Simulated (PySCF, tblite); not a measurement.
# C5H8O2Si: geometry, infrared bands and NMR shifts

Aim: predict the infrared bands and NMR shifts of C5H8O2Si (`C=C1O[SiH2]C=C[C@H]1O`).

Computed with tblite 0.8.0 and PySCF 2.14.0, with density-fitted response routines of our own, on a single molecule in the gas phase. Atoms count from 0, in the outputs and in this text.

### Step 1. The molecule as given

16 atoms, charge 0, multiplicity 1; geometry from: force field or distance geometry start.

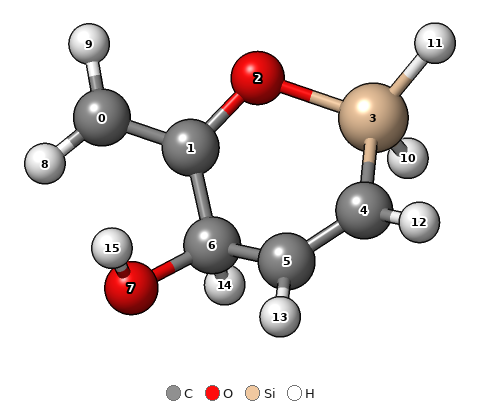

As it starts; carbon grey, oxygen red, silicon light orange, hydrogen white, atoms numbered; sticks join atoms by distance.

### Step 2. Relaxing the molecule with GFN2-xTB

The job: settings as JSON, then the geometry in Å.

```
{"job": {"kind": "relax", "xc": "GFN2-xTB", "basis": "xTB"}, "charge": 0, "multiplicity": 1}
C      1.983800    -0.890100     0.871500
C      0.777800    -0.637300     0.324300
O     -0.263000    -1.419000     0.844400
Si    -1.853400    -0.987800     0.190000
C     -1.751200     0.824400    -0.170200
C     -0.556800     1.255700    -0.579800
C      0.611000     0.375700    -0.719200
O      1.743900     1.231500    -0.699500
H      2.850300    -0.361700     0.563800
H      2.060100    -1.648800     1.653600
H     -2.069300    -1.716600    -1.060700
H     -2.929400    -1.264400     1.140900
H     -2.616000     1.478800    -0.064500
H     -0.478200     2.322400    -0.802700
H      0.656500    -0.096000    -1.733700
H      1.826400     1.542100     0.230400
```

Command:

```
$ OMP_NUM_THREADS=1 python probes_run.py task.json out
```

The driver reads the jobs from task.json and runs them one after another.

The program printed:

```text
step      E/eV     max force
  0    -669.80605    3.506
  1    -670.11093    1.955
  2    -670.21403    0.997
  3    -670.25581    0.718
  4    -670.29259    0.446
  5    -670.32064    0.440
  6    -670.34592    0.398
  7    -670.36515    0.310
  8    -670.37937    0.327
  9    -670.39138    0.320
 10    -670.40084    0.290
 11    -670.40924    0.215
 12    -670.41790    0.253
 13    -670.42523    0.224
 14    -670.43032    0.168
 15    -670.43409    0.121
 16    -670.43711    0.136
 17    -670.44017    0.148
 18    -670.44297    0.170
 19    -670.44504    0.124
 20    -670.44632    0.087
 21    -670.44715    0.064
 22    -670.44782    0.073
 23    -670.44840    0.068
 24    -670.44888    0.056
 25    -670.44933    0.054
 26    -670.44980    0.058
 27    -670.45028    0.060
 28    -670.45071    0.053
 29    -670.45107    0.046
 30    -670.45144    0.047
 31    -670.45188    0.046
 32    -670.45231    0.046
 33    -670.45267    0.044
 34    -670.45297    0.041
 35    -670.45330    0.047
 36    -670.45370    0.062
 37    -670.45409    0.051
 38    -670.45438    0.042
 39    -670.45459    0.030
 40    -670.45482    0.050
 41    -670.45514    0.061
 42    -670.45554    0.052
 43    -670.45592    0.047
 44    -670.45623    0.037
 45    -670.45648    0.043
 46    -670.45667    0.034
 47    -670.45684    0.028
 48    -670.45701    0.033
 49    -670.45723    0.053
 50    -670.45749    0.058
 51    -670.45775    0.040
 52    -670.45795    0.032
 53    -670.45812    0.033
 54    -670.45830    0.047
 55    -670.45848    0.042
 56    -670.45860    0.021
 57    -670.45867    0.018
 58    -670.45874    0.021
 59    -670.45882    0.029
 60    -670.45892    0.024
 61    -670.45901    0.023
 62    -670.45908    0.018
 63    -670.45913    0.017
 64    -670.45918    0.018
 65    -670.45922    0.017
 66    -670.45926    0.017
 67    -670.45930    0.015
 68    -670.45935    0.016
 69    -670.45940    0.013
 70    -670.45944    0.011
 71    -670.45946    0.011
 72    -670.45948    0.010
```

Wall time 0.37 s (1 thread of Intel Xeon 6975P-C, shared host).

The steps of the relaxation: (not every step is listed)

```
step  energy from step 0 (eV)  largest force (eV/Å)
   0                   0.0000                3.5063
   1                  -0.3049                1.9554
   2                  -0.4080                0.9971
   3                  -0.4498                0.7176
   4                  -0.4865                0.4465
   5                  -0.5146                0.4396
   6                  -0.5399                0.3979
   7                  -0.5591                0.3100
   8                  -0.5733                0.3275
  13                  -0.6192                0.2242
  18                  -0.6369                0.1700
  23                  -0.6423                0.0681
  28                  -0.6447                0.0527
  33                  -0.6466                0.0438
  38                  -0.6483                0.0421
  43                  -0.6499                0.0468
  48                  -0.6510                0.0326
  53                  -0.6521                0.0332
  58                  -0.6527                0.0211
  63                  -0.6531                0.0166
  67                  -0.6532                0.0145
  68                  -0.6533                0.0157
  69                  -0.6533                0.0132
  70                  -0.6534                0.0110
  71                  -0.6534                0.0114
  72                  -0.6534                0.0101
```

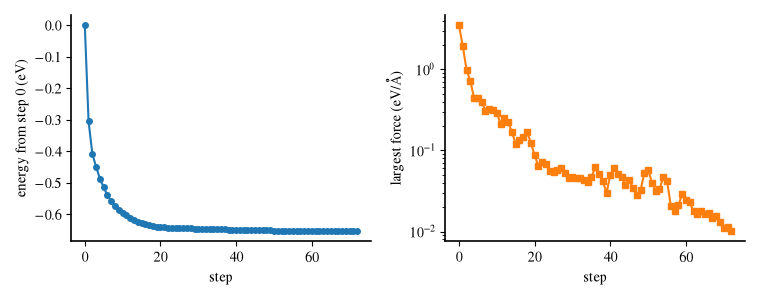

Energy and force, step by step.

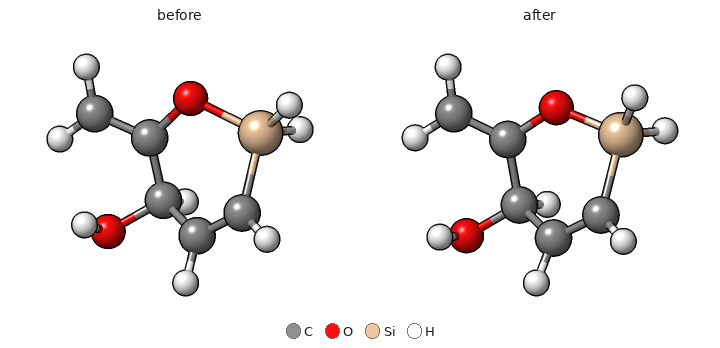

Before and after, at one scale.

Distances of close pairs at the start and the end, largest changes first:

```
  bond  before (Å)  after (Å)  change (Å)
O2–Si3       1.773      1.636      -0.137
 C1–C6       1.464      1.522      +0.058
 C1–O2       1.402      1.351      -0.051
 C5–C6       1.469      1.510      +0.041
Si3–C4       1.850      1.876      +0.026
 C0–C1       1.348      1.325      -0.023
O7–H15       0.984      0.964      -0.020
C6–H14       1.120      1.100      -0.019
```

The next job starts from the end point, and lists it.

### Step 3. Harmonic vibrations with GFN2-xTB

The job: settings as JSON, then the geometry in Å.

```
{"job": {"kind": "ir", "xc": "GFN2-xTB", "basis": "xTB"}, "charge": 0, "multiplicity": 1}
C      1.886944    -0.881781     1.005931
C      0.773603    -0.652761     0.324270
O     -0.329395    -1.402369     0.540041
Si    -1.865588    -1.040936     0.109337
C     -1.763300     0.808422    -0.190965
C     -0.569087     1.296318    -0.504150
C      0.646889     0.431686    -0.735722
O      1.816078     1.199918    -0.869611
H      2.782678    -0.319634     0.823657
H      1.928591    -1.668539     1.736209
H     -2.204825    -1.775988    -1.109346
H     -2.640601    -1.412624     1.284566
H     -2.591141     1.486137    -0.046792
H     -0.385989     2.356765    -0.636268
H      0.533412    -0.079227    -1.703521
H      1.974133     1.663558    -0.039045
```

The program printed:

```text
mode    cm-1     km/mol
  1      67.6      1.13
  2      82.6      2.42
  3     255.5      7.27
  4     302.5     14.22
  5     306.8     31.21
  6     326.5     62.04
  7     379.9      8.64
  8     414.2      6.44
  9     454.2     11.77
 10     495.6     30.33
 11     578.2     16.86
 12     591.8     87.86
 13     633.0     19.14
 14     682.7    116.07
 15     688.5     22.70
 16     712.3      5.21
 17     770.5    102.12
 18     779.9    190.78
 19     803.2    237.49
 20     842.2     35.34
 21     875.6     19.43
 22     930.4      0.33
 23    1010.5     22.21
 24    1036.3    146.34
 25    1106.7    132.89
 26    1151.9      2.59
 27    1194.4      3.46
 28    1204.2     27.59
 29    1245.0    139.16
 30    1312.2     31.15
 31    1336.4     43.10
 32    1378.6     11.41
 33    1658.9     27.26
 34    1702.6    124.86
 35    2256.1    335.89
 36    2323.4    264.88
 37    2876.2     23.83
 38    3025.7     41.48
 39    3072.7     45.58
 40    3134.7      4.03
 41    3170.0     15.94
 42    3534.9     10.48
```

Wall time 0.42 s (1 thread of Intel Xeon 6975P-C, shared host).

The strongest bands and the atoms that carry them (share of the mass-weighted mode):

```
cm⁻¹  km/mol                                  atoms
 780   190.8  C4 21 %, H11 21 %, Si3 18 %, H10 15 %
 803   237.5  Si3 29 %, C4 17 %, H11 14 %, H10 11 %
1036   146.3     O2 30 %, C6 16 %, C0 11 %, H8 11 %
1107   132.9             C6 36 %, O7 30 %, H14 23 %
1245   139.2              C1 45 %, O2 15 %, C6 13 %
1703   124.9                       C1 55 %, C0 39 %
2256   335.9                               H10 95 %
2323   264.9                               H11 95 %
```

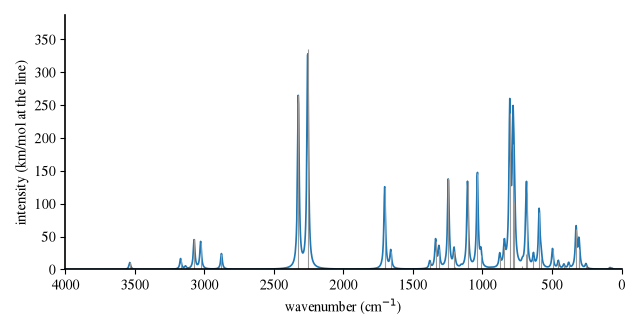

The infrared spectrum from these modes, unscaled. Lines are broadened to a width of 14 cm⁻¹ (Lorentzian).

### Step 4. NMR shieldings: PBE0/pcSseg-1

Same as in step 3 but for these lines:

```diff
@@ -1,2 +1,2 @@
-{"job": {"kind": "ir", "xc": "GFN2-xTB", "basis": "xTB"}, "charge": 0, "multiplicity": 1}
+{"job": {"kind": "nmr", "xc": "PBE0", "basis": "pcSseg-1"}, "charge": 0, "multiplicity": 1}
 C      1.886944    -0.881781     1.005931
```

Method: GIAO PBE0/pcSseg-1 NMR shielding, non-relativistic, gas phase.

The program printed:

```text
coarse grid: 14192 points
cycle   1  E = -634.4874717412  dE =  1.336e+00  |g| = 8.799e-01  |ddm| = 3.765e+00
cycle   2  E = -634.3484042652  dE =  1.391e-01  |g| = 1.248e+00  |ddm| = 1.839e+00
cycle   3  E = -634.6294422938  dE = -2.810e-01  |g| = 1.198e-01  |ddm| = 1.204e+00
cycle   4  E = -634.6323108012  dE = -2.869e-03  |g| = 4.362e-02  |ddm| = 1.409e-01
cycle   5  E = -634.6327414825  dE = -4.307e-04  |g| = 1.454e-02  |ddm| = 5.034e-02
cycle   6  E = -634.6327865419  dE = -4.506e-05  |g| = 4.994e-03  |ddm| = 1.613e-02
cycle   7  E = -634.6327926080  dE = -6.066e-06  |g| = 7.400e-04  |ddm| = 4.536e-03
final grid: 133360 points
cycle   8  E = -634.7017314772  dE = -2.809e-05  |g| = 1.132e-02  |ddm| = 3.105e-02
cycle   9  E = -634.7017020236  dE =  2.945e-05  |g| = 1.703e-02  |ddm| = 2.209e-02
cycle  10  E = -634.7017560546  dE = -5.403e-05  |g| = 1.233e-03  |ddm| = 1.355e-02
cycle  11  E = -634.7017563715  dE = -3.169e-07  |g| = 3.158e-04  |ddm| = 1.409e-03
cycle  12  E = -634.7017563877  dE = -1.627e-08  |g| = 1.485e-04  |ddm| = 4.204e-04
cycle  13  E = -634.7017563924  dE = -4.699e-09  |g| = 2.716e-05  |ddm| = 1.362e-04
cycle  14  E = -634.7017563926  dE = -1.603e-10  |g| = 9.757e-06  |ddm| = 3.281e-05
converged SCF energy = -634.7017563926

GIAO shielding tensors (ppm)
atom      isotropic    diamagn.    paramagn.     s11        s22        s33       span
  0 C       93.404     254.002    -160.598     -5.759    116.029    169.942    175.701
  1 C       21.803     256.526    -234.723    -90.122     57.760     97.771    187.893
  2 O      242.537     397.841    -155.304    147.875    247.017    332.719    184.844
  3 Si     381.408     880.725    -499.317    349.282    363.769    431.172     81.889
  4 C       57.808     261.968    -204.160    -50.351     51.530    172.244    222.596
  5 C       21.967     255.579    -233.613    -94.653     32.966    127.587    222.241
  6 C      113.767     245.844    -132.077    101.219    105.600    134.482     33.263
  7 O      275.047     390.614    -115.566    256.025    276.626    292.491     36.465
  8 H       26.976      31.778      -4.802     24.404     24.970     31.554      7.150
  9 H       26.892      30.251      -3.359     24.241     24.841     31.593      7.352
 10 H       26.354      28.800      -2.446     23.328     24.112     31.622      8.294
 11 H       26.543      28.968      -2.425     22.827     24.793     32.009      9.181
 12 H       25.633      30.167      -4.534     24.593     25.052     27.254      2.661
 13 H       24.515      31.850      -7.334     22.270     23.696     27.579      5.310
 14 H       27.109      30.036      -2.927     23.085     27.669     30.572      7.487
 15 H       30.583      34.623      -4.040     23.938     27.125     40.686     16.748
```

It took 24 s on 1 thread of Intel Xeon 6975P-C, shared host; peak memory 0.83 GiB.

Shifts follow as δ = σ(reference) − σ, with reference shieldings (ppm) from runs at the same level and on the same kind of geometry: 1H TMS 31.72, 13C TMS 186.9, 29Si TMS 349.2, 17O H2O 336.1. The references are single molecules in the gas phase, so shifts against H2O, NH3, PH3, H3PO4 or CFCl3 are not on the usual liquid scales and can be off by tens of ppm.

```
atoms                                                  environment  σ (ppm)  δ (ppm)  δ scaled to CDCl3
   C1                                 alkene carbon bearing oxygen     21.8    165.1              159.2
   C5                                                    alkene CH     22.0    165.0              159.1
   C4                                                    alkene CH     57.8    129.1              124.1
   C0                β carbon of an enol-ether or enamine type C=C     93.4     93.5               89.4
   C6                                   allylic sp3 CH bonded to O    113.8     73.2               69.5
  H13                                     hydrogen on an alkene CH    24.52     7.20               6.90
  H12                                     hydrogen on an alkene CH    25.63     6.08               5.84
  H10   hydrogen on a silicon bonded to C, O, in a 6-membered ring    26.35     5.36                  –
  H11   hydrogen on a silicon bonded to C, O, in a 6-membered ring    26.54     5.17                  –
   H9  hydrogen on a β carbon of an enol-ether or enamine type C=C    26.89     4.83               4.65
   H8  hydrogen on a β carbon of an enol-ether or enamine type C=C    26.98     4.74               4.58
  H14                    hydrogen on an allylic sp3 CH bonded to O    27.11     4.61               4.45
  H15                                hydrogen on an alcohol oxygen    30.58     1.13                  –
   O2                 oxygen bonded to C, Si, in a 6-membered ring    242.5     93.5                  –
   O7                                               alcohol oxygen    275.0     61.0                  –
  Si3            silicon bonded to C, O, 2 H, in a 6-membered ring    381.4    -32.2                  –
```

The scaled column applies a straight-line fit of computed shieldings to shifts measured in CDCl3 (root-mean-square error 0.16 ppm for H, 1.9 ppm for C).

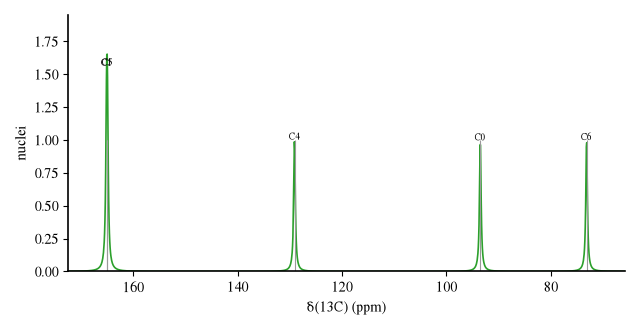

13C lines at the computed shifts, without couplings. Lines are broadened to a width of 0.37 ppm (Lorentzian).

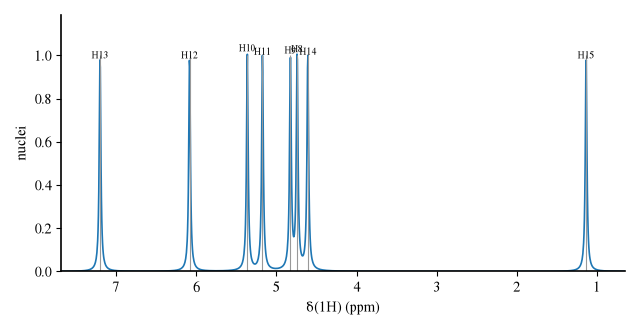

1H lines at the computed shifts, without couplings. Lines are broadened to a width of 0.02 ppm (Lorentzian).

The run also stored atomic charges by several schemes (e):

```
atoms  Mulliken    IAO  Hirshfeld  ESP fit
   C0     -0.18  -0.40      -0.16    -0.65
   C1      0.10   0.19       0.07     0.23
   O2     -0.60  -0.59      -0.20    -0.38
  Si3      0.89   1.01       0.41     0.65
   C4     -0.40  -0.47      -0.16    -0.42
   C5     -0.15  -0.13      -0.04    -0.20
   C6      0.13   0.05       0.04     0.31
   O7     -0.44  -0.54      -0.21    -0.64
```

ESP fit charges:

C0 -0.65; C1 0.23; O2 -0.38; Si3 0.65; C4 -0.42; C5 -0.20; C6 0.31; O7 -0.64; H8 0.21; H9 0.24; H10 -0.12; H11 -0.10; H12 0.19; H13 0.15; H14 0.11; H15 0.41

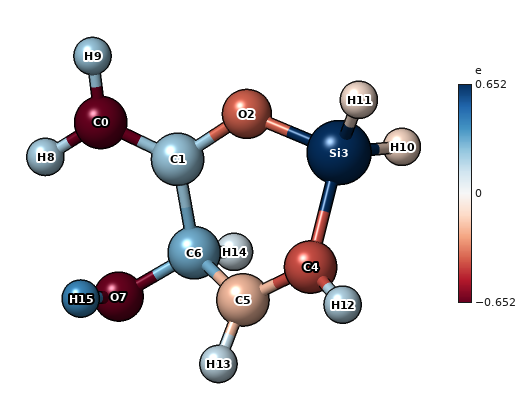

ESP fit charges, as colours on the atoms.

Mayer bond orders: C0–C1 1.92, C1–O2 0.95, O2–Si3 0.92, Si3–C4 0.89, C4–C5 1.90, C5–C6 0.99, C6–O7 0.93, C6–C1 0.96.

Ring of atoms C1, O2, Si3, C4, C5, C6: NICS(0) -1.7, NICS(1) -2.3, NICS(1)zz 0.5 ppm (means of both faces).

Orbitals, density, ELF and potential are computed afterwards from the orbital file.

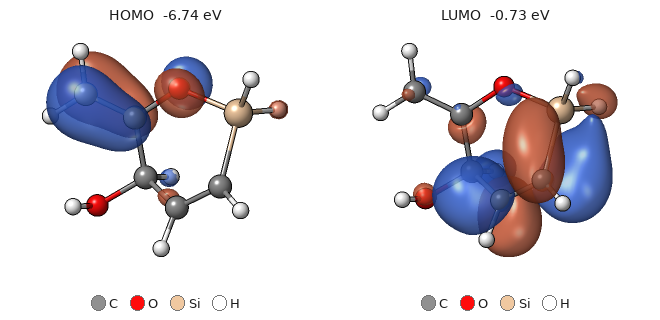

Frontier orbitals at PBE0/pcSseg-1; each surface holds 70 % of the orbital's density, blue and red mark the sign.

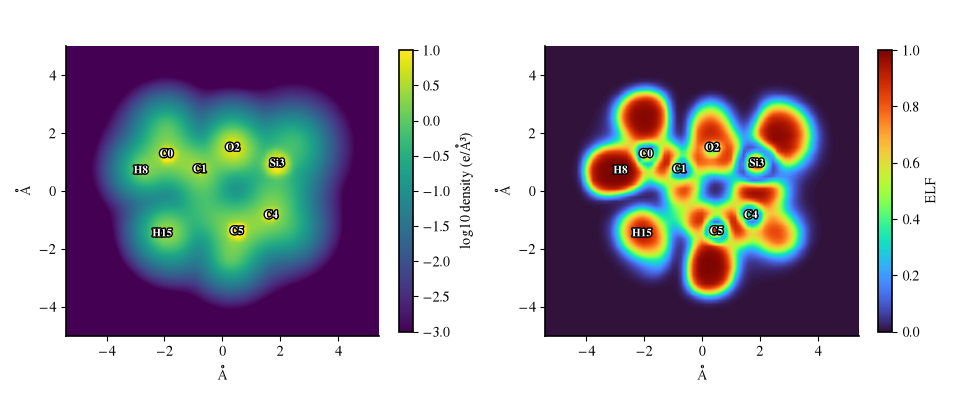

Density (left) and ELF (right) in a plane through or near 8 of the atoms.

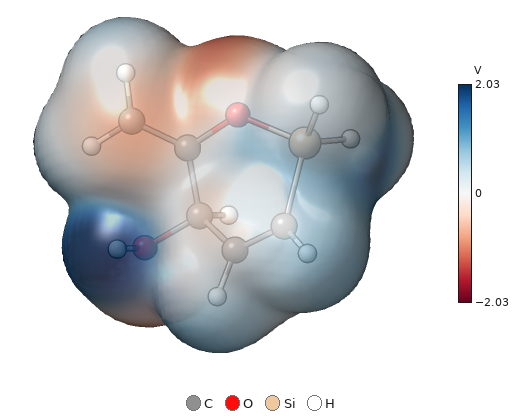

The potential that a unit positive charge feels on the 0.002 e/bohr³ surface, from -1.35 V near O7 to 2.03 V near H15.

### Step 5. Summary of results

| quantity | value |
| --- | --- |
| strongest single infrared mode (GFN2-xTB) | 2256 cm⁻¹, 336 km/mol |
| zero-point energy (GFN2-xTB) | 72.5 kcal/mol |
| 13C shifts against TMS (PBE0/pcSseg-1) | 165.1, 165.0, 129.1, 93.5, 73.2 ppm |
| 1H shifts against TMS (PBE0/pcSseg-1) | 7.20, 6.08, 5.36, 5.17, 4.83, 4.74, 4.61, 1.13 ppm |
| 17O shifts against H2O (PBE0/pcSseg-1) | 93.5, 61.0 ppm |
| 29Si shifts against TMS (PBE0/pcSseg-1) | -32.2 ppm |
| surface potential, least and greatest | -1.35 V and 2.03 V |

Relaxing lowered the energy by 0.653 eV in 72 steps; the close pair that moved most is O2–Si3, from 1.773 to 1.636 Å. All 42 modes are real, so the xTB geometry is a minimum. The strongest single mode, at 2256 cm⁻¹, moves mainly H10. GFN2-xTB is a fitted tight-binding method: band positions and strengths are rough. Its intensities can rank the bands wrongly. At PBE0/pcSseg-1, counted by nearest atom on the grid, the HOMO lies on C0 38 %; C1 22 %, the LUMO on C4, C5 about 28 % each; H12, H13 about 7 % each.
